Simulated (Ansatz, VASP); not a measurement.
# KTaO3: VASP beside Ansatz, part 3 of 3

Wanted: the spread between two codes on one cell, functional and k mesh.

VASP 6.6.1 and Ansatz 0.2.0.

So far. Step 4 (Differences): Among the levels compared (up to four filled and three empty ones at each point), filled levels agree within 36 meV and empty ones within 94 meV.

## 5. VASP: band structure, B3LYP

Level of this step: B3LYP; plane waves and PAW (K_sv, Ta_pv, O) (VASP).

Levels along a path test the potential and the projectors away from the mesh points.

INCAR reads:

```
SYSTEM = KTaO3
PREC = Accurate
ENCUT = 520
EDIFF = 1E-06
NELM = 100
ISMEAR = 0
SIGMA = 0.02
LREAL = .FALSE.
ALGO = Normal
LHFCALC = .TRUE.
AEXX = 0.2
GGA = B3
AGGAX = 0.72
AGGAC = 0.81
ALDAC = 0.19
LASPH = .TRUE.
NBANDS = 25
PRECFOCK = Fast
HFRCUT = -1
LORBIT = 11
LWAVE = .FALSE.
LCHARG = .FALSE.
KPAR = 8
```

POSCAR reads:

```
KTaO3
1.0
    3.9883000000      0.0000000000      0.0000000000
    0.0000000000      3.9883000000      0.0000000000
    0.0000000000      0.0000000000      3.9883000000
K Ta O
1 1 3
Direct
    0.5000000000      0.5000000000      0.5000000000
    0.0000000000      0.0000000000      0.0000000000
    0.5000000000      0.0000000000      0.0000000000
    0.0000000000      0.5000000000      0.0000000000
    0.0000000000      0.0000000000      0.5000000000
```

KPOINTS reads:

```
Automatic mesh
0
Gamma
4 4 4
0 0 0
```

KPOINTS_OPT reads:

```
Line mode
6
Line-mode
Reciprocal
  0.00000000   0.00000000   0.00000000 GAMMA
  0.00000000   0.50000000   0.00000000 X

  0.00000000   0.50000000   0.00000000 X
  0.50000000   0.50000000   0.00000000 M

  0.50000000   0.50000000   0.00000000 M
  0.00000000   0.00000000   0.00000000 GAMMA

  0.00000000   0.00000000   0.00000000 GAMMA
  0.50000000   0.50000000   0.50000000 R

  0.50000000   0.50000000   0.50000000 R
  0.00000000   0.50000000   0.00000000 X

  0.50000000   0.50000000   0.00000000 M
  0.50000000   0.50000000   0.50000000 R
```

The projector-augmented-wave data sets are K_sv, Ta_pv and O (PBE family, release 64).

Run with:

```console
> mpirun -np 8 vasp_std
```

Numbers of over 12 decimals in the logs are rounded to 6 here.

The log of the run:

```text
[banner, memory and clock lines left out]
running    8 mpi-ranks, on    1 nodes
[...]
[... a notice as in an earlier step ...]

|                                                                             |
|               ----> ADVICE to this user running VASP <----                  |
|                                                                             |
|     You enforced a specific xc type in the INCAR file but a different       |
|     [... a line on the potential file left out ...]
|     I HOPE YOU KNOW WHAT YOU ARE DOING!                                     |
|                                                                             |

 LDA part: xc-table for (Slater(with rela. corr.)+VWN3), standard interpolation
 found WAVECAR, reading the header
 POSCAR, INCAR and KPOINTS ok, starting setup
[...]
HFRCUT set to (new)   9.896575
 reading WAVECAR
 the WAVECAR file was read successfully
 initial charge from wavefunction
 entering main loop
[...]
1 F= -.48673671E+02 E0= -.48673671E+02  d E =-.285365E-58
 Start KPOINTS_OPT (optional k-point list driver)
k-point batch [1-10\36]
       N       E                     dE             ncg
DAV:   1    -0.522409980764E+03   -0.69038E+04      500
DAV:   2    -0.426435309988E+04   -0.37419E+04      582
DAV:   3    -0.458152583532E+04   -0.31717E+03      728
DAV:   4    -0.459435427127E+04   -0.12828E+02      792
DAV:   5    -0.459463455147E+04   -0.28028E+00      744
DAV:   6    -0.459464097653E+04   -0.64251E-02      744
DAV:   7    -0.459464113096E+04   -0.15443E-03      768
DAV:   8    -0.459464113381E+04   -0.28518E-05      608
DAV:   9    -0.459464113392E+04   -0.11372E-06      496
[...]
k-point batch [31-36\36]
       N       E                     dE             ncg
DAV:   1     0.429700489231E+04   -0.85173E+04      300
DAV:   2     0.201246747774E+04   -0.22845E+04      343
DAV:   3     0.183229394952E+04   -0.18017E+03      471
DAV:   4     0.182734054758E+04   -0.49534E+01      423
DAV:   5     0.182723370337E+04   -0.10684E+00      454
DAV:   6     0.182723182949E+04   -0.18739E-02      407
DAV:   7     0.182723177939E+04   -0.50105E-04      480
DAV:   8     0.182723177810E+04   -0.12859E-05      320
DAV:   9     0.182723177807E+04   -0.33172E-07      296
```

From OUTCAR (step 5):

```text
 POSITION                                       TOTAL-FORCE (eV/Angst)
 -----------------------------------------------------------------------------------
      1.99415      1.99415      1.99415         0.000000      0.000000      0.000000
      0.00000      0.00000      0.00000         0.000000      0.000000      0.000000
      1.99415      0.00000      0.00000         0.000000      0.000000      0.000000
      0.00000      1.99415      0.00000         0.000000      0.000000      0.000000
      0.00000      0.00000      1.99415         0.000000      0.000000      0.000000
 -----------------------------------------------------------------------------------
    total drift:                                0.000000      0.000000     -0.000000

  FREE ENERGIE OF THE ION-ELECTRON SYSTEM (eV)
  ---------------------------------------------------
  free  energy   TOTEN  =       -48.6736705518 eV

  energy  without entropy=      -48.6736705518  energy(sigma->0) =      -48.67367055

[... 2 parts as in an earlier step ...]

[... 1 further part left out ...]
[key lines of the parts left out:]
E-fermi :   0.9585
```

## 6. Ansatz: band structure, B3LYP

The same cell, functional (in two slightly different forms), mesh and smearing now go to Ansatz, which takes its cutoff from its data sets.

input.yaml reads:

```yaml
crystal:
  lattice:
    - [3.9883, 0.0, 0.0]
    - [0.0, 3.9883, 0.0]
    - [0.0, 0.0, 3.9883]
  atoms:
    - { symbol: K, position: [0.5, 0.5, 0.5] }
    - { symbol: Ta, position: [0.0, 0.0, 0.0] }
    - { symbol: O, position: [0.5, 0.0, 0.0] }
    - { symbol: O, position: [0.0, 0.5, 0.0] }
    - { symbol: O, position: [0.0, 0.0, 0.5] }
hamiltonian:
  xc: b3lyp
  pseudopotentials: { kind: paw }
kpoints:
  mp_grid: { grid: [4, 4, 4] }
  band_path:
    path:
      - [0.0, 0.0, 0.0]
      - [0.0, 0.3, 0.0]
      - [0.0, 0.5, 0.0]
      - [0.3, 0.5, 0.0]
      - [0.5, 0.5, 0.0]
      - [0.2, 0.2, 0.0]
      - [0.1, 0.1, 0.1]
      - [0.4, 0.4, 0.4]
      - [0.5, 0.5, 0.5]
      - [0.4, 0.5, 0.4]
      - [0.1, 0.5, 0.1]
      - [0.5, 0.5, 0.1]
      - [0.5, 0.5, 0.5]
    npoints: 1
scf:
  occupations: { method: gaussian, width: 0.02 }
  n_extra_bands: 8
output:
  forces: true
  stress: true
  eigenvalues: true
  write_density: true
  write_potential: true
  elf: true
  volumetric_format: npy
```

Run with:

```console
> ansatz run input.yaml --threads 4 --pin off --max-ram 9216MiB --backend cpu --events-out ev --progress --plain --runs-dir out
```

The log of the run:

```text
[...]
Crystal: 5 atoms, lattice volume = 63.440 Å³
Basis set: ecut = 420 eV, 1237 PW (Γ), exchange–correlation on 54×54×54 points (8 copies of the dense FFT grid, shifted against one another)
Bands: 28, of which v1, the nominal top of the filled ones, is band 20 counted from 1 (19 counted from 0)
Symmetry: 48 space group operations
[...]
k-points: 10 of 64
[...]
--- Band table (eV; the first three rows and the last of 10) ---
  k-point 0: bands = [... 16 lower, 6.6256, 7.0823, 7.0823, 7.0823, 11.6363, 11.6363, 11.6363, 16.3617, ... 4 higher]
  k-point 1: bands = [... 16 lower, 5.9942, 6.3798, 6.9132, 6.9132, 11.7150, 13.1724, 13.1724, 16.3804, ... 4 higher]
  k-point 2: bands = [... 16 lower, 5.5006, 6.1518, 6.8419, 6.8419, 11.7970, 14.6235, 14.6235, 16.3949, ... 4 higher]
  k-point 9: bands = [... 16 lower, 3.6152, 7.7144, 7.7144, 7.7144, 16.2144, 16.2144, 16.2144, 18.7875, ... 4 higher]
[key lines of the parts left out:]
Free energy (F): -13203.398872 eV
Fermi energy:    9.675368 eV
P = ⅓ Tr σ = 4.4314 GPa (44.314 kbar)
```

The job ended after 33 s (4 threads of Arm Neoverse V2, shared host; peak memory 1 GiB; 1.9 min of CPU time).

## 7. Side by side

What differs besides the data sets and the points named for the pairs above, as far as they apply: VASP's log shows a relativistic correction to its local exchange, Ansatz's none. Total energies have different zeros and are not compared.

Both answers:

```csv
quantity,Ansatz,VASP,difference
gap over the path points (eV),3.922,3.849,+0.073
```

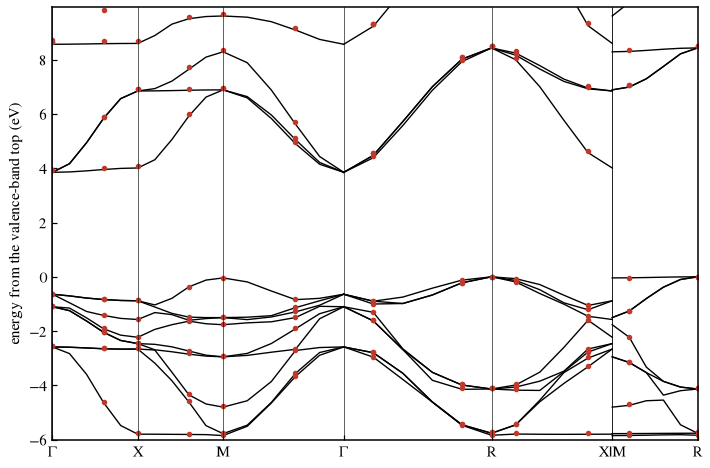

Bands from VASP (lines) and levels from Ansatz (dots). Dots without a line are higher empty bands that the VASP plot leaves out.

Levels at points of the path, from each program's valence-band top (eV; 4 filled, then empty):

```csv
k (reciprocal lattice),Ansatz,VASP
0.000 0.000 0.000,-1.09 -0.63 -0.63 -0.63 3.92 3.92 3.92,-1.10 -0.64 -0.64 -0.64 3.85 3.85 3.85
0.000 0.300 0.000,-1.90 -1.41 -0.83 -0.83 4.03 5.90 5.90,-1.92 -1.42 -0.84 -0.84 3.95 5.84 5.84
0.000 0.500 0.000,-2.21 -1.56 -0.87 -0.87 4.08 6.91 6.91,-2.23 -1.57 -0.88 -0.88 4.01 6.85 6.85
0.300 0.500 0.000,-1.62 -1.59 -1.47 -0.36 5.99 6.94 7.71,-1.63 -1.60 -1.49 -0.37 5.93 6.87 7.65
0.500 0.500 0.000,-1.75 -1.49 -1.49 -0.04 6.95 6.95 8.36,-1.76 -1.50 -1.50 -0.04 6.89 6.89 8.29
0.200 0.200 0.000,-1.49 -1.28 -1.12 -0.83 4.97 5.12 5.69,-1.50 -1.29 -1.14 -0.84 4.90 5.05 5.62
0.100 0.100 0.100,-1.30 -0.99 -0.89 -0.89 4.46 4.55 4.55,-1.31 -1.00 -0.90 -0.90 4.39 4.47 4.47
0.400 0.400 0.400,-3.96 -0.21 -0.21 -0.12 7.99 8.08 8.08,-3.99 -0.22 -0.22 -0.12 7.93 8.02 8.02
0.500 0.500 0.500,-4.10 0.00 0.00 0.00 8.50 8.50 8.50,-4.13 0.00 0.00 0.00 8.43 8.43 8.43
0.400 0.500 0.400,-3.96 -0.18 -0.13 -0.07 8.06 8.23 8.31,-3.99 -0.19 -0.14 -0.07 8.00 8.16 8.24
```

Among the levels compared (up to four filled and three empty ones at each point), filled levels agree within 34 meV and empty ones within 74 meV.

## 8. Outcome

```
difference in gap over the path points (band structure, PBE0)  : 0.086 eV
difference in gap over the path points (band structure, B3LYP) : 0.073 eV
```

The difference in gap over the path points is 0.086 eV (band structure, PBE0), beyond the 0.08 eV picked in this series as the mark of a large difference. How closely two codes agree says nothing of how well the functional describes the real material.

[Lines on the potential files, build, host, timing and source positions are cut from VASP's logs without a mark.]

[Logs are printed without paths, hosts, clocks, repeated set-up lines and the standing remarks that a program may print on its own settings, such as how far it seeks lower states.]

[Hosts, paths, dates, database ids (printed as entryN), source tags and the programs' standing remarks are cut or masked in the printed files.]
